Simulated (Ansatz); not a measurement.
BClH3NO···H2

The calculation's input:

```
crystal:
  periodic: [false, false, false]
  atoms:
    - { symbol: B, position_ang: [-0.160745, -0.310148, 0.197407] }
    - { symbol: "N", position_ang: [-0.048083, -0.313709, 1.676269] }
    - { symbol: H, position_ang: [-0.835302, -0.65099, 2.221663] }
    - { symbol: H, position_ang: [0.843996, -0.428153, 2.148098] }
    - { symbol: O, position_ang: [0.880247, -0.182887, -0.681974] }
    - { symbol: H, position_ang: [1.737701, -0.086657, -0.225601] }
    - { symbol: Cl, position_ang: [-1.794476, -0.456672, -0.502787] }
    - { symbol: H, position_ang: [-0.120405, 2.090674, 0.29794] }
    - { symbol: H, position_ang: [-0.162133, 1.840441, 0.964484] }
basis:
  gaussian: { orbitals: "6-31G*" }
hamiltonian:
  xc: pbe
  dispersion: d4
relax:
  f_tol: 0.03
  max_steps: 50
output:
  orbitals: {}
```

Command:

```sh
ansatz run input.yaml --threads 1 --pin off --max-ram 2048MiB --backend cpu --events-out ev --progress --plain --runs-dir out
```

The fields are those of the run's last geometry, not of the input's.

Computed with RKS PBE-D4/6-31G* in Ansatz 0.2.0.

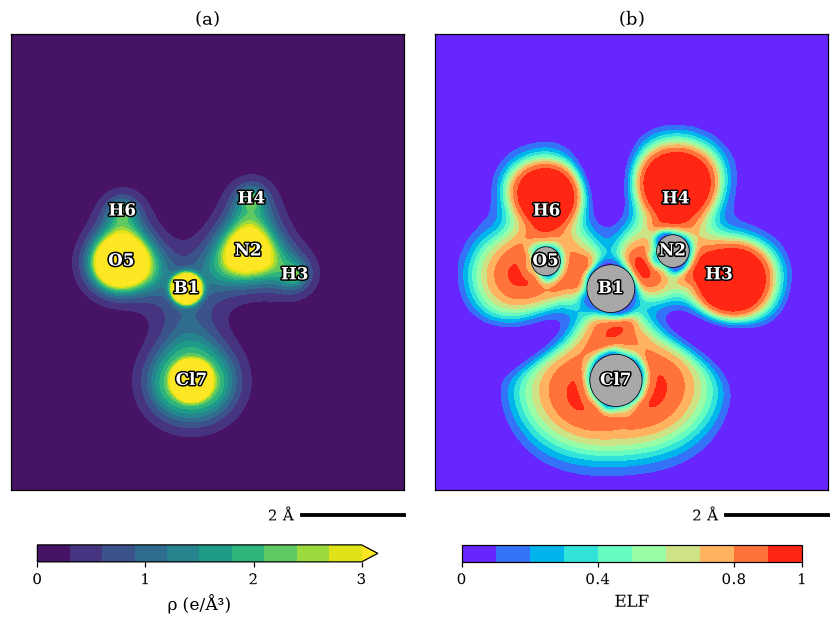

Figure 1. (a) electron density; (b) ELF on the plane of atoms H3, N2 and H4. Grey discs cover the atomic cores in the ELF map.

**Describe what can be read from this map.**

The section cuts through B, N, H, O and Cl sites. B–O (1.37 Å): the density is about 2 e/Å³ at the midpoint; the ELF peaks at about 0.90 between the atoms: a short, strongly polar bond. B–N (1.42 Å): the density is about 1.9 e/Å³ at the midpoint; the ELF peaks at about 0.95 between the atoms (a short, strongly polar bond). B–Cl (1.79 Å): the density is about 1.3 e/Å³ at the midpoint; the ELF peaks at about 0.90 between the atoms, as expected for a polar covalent bond. O–H (0.98 Å): ρ at the midpoint is about 3.5 e/Å³; the ELF climbs to about 1 towards the hydrogen, as it does in any bond to H (an ordinary covalent bond to hydrogen). N–H (1.02 Å): ρ at the midpoint is about 2.8 e/Å³; the ELF climbs to about 1 towards the hydrogen; a covalent bond by its length. The ELF also peaks beside Cl7 and O5, away from the bonds: lone-pair regions.

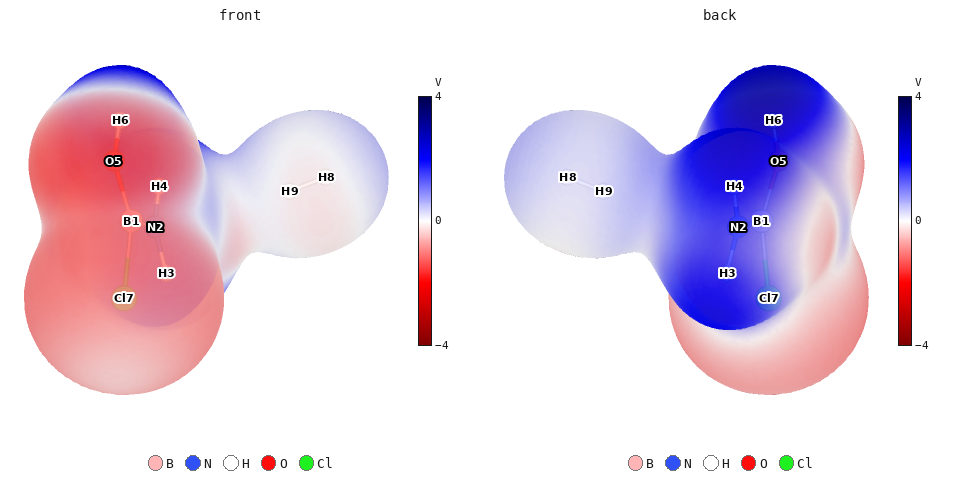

Figure 2. The electrostatic potential painted on the density surface at 0.002 e/bohr³, seen from the front and from behind; red is negative and blue positive.

**Where is the surface potential most negative and most positive?**

The most negative region (about −1.5 V) lies over O5, the most positive (about +2.9 V) over H6. O5 is the likeliest acceptor of a hydrogen bond.

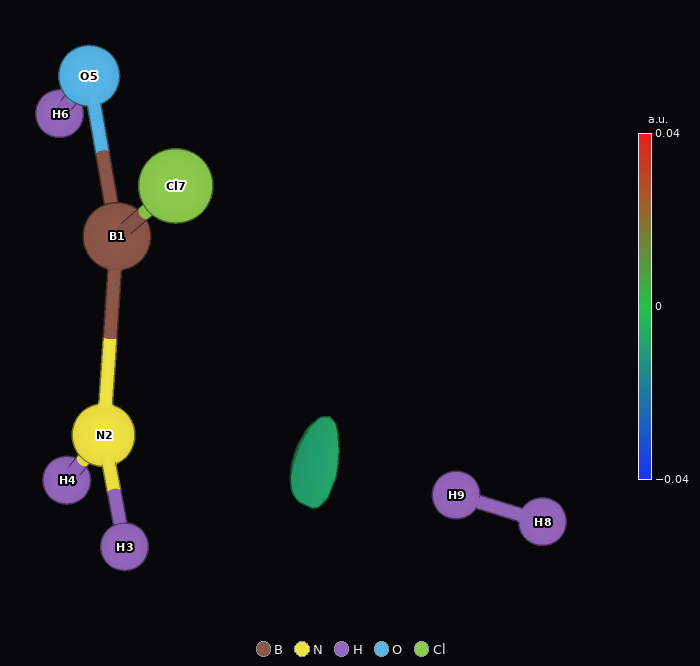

Figure 3. Non-covalent interaction (NCI) plot: the surface where the reduced density gradient is 0.5, for densities under 0.05 a.u., coloured by sign(λ₂)ρ; seen at an oblique angle.

**Which non-covalent interactions does the plot reveal?**

Between H9 on one side and N2 on the other: a weakly attractive contact (blue-green).
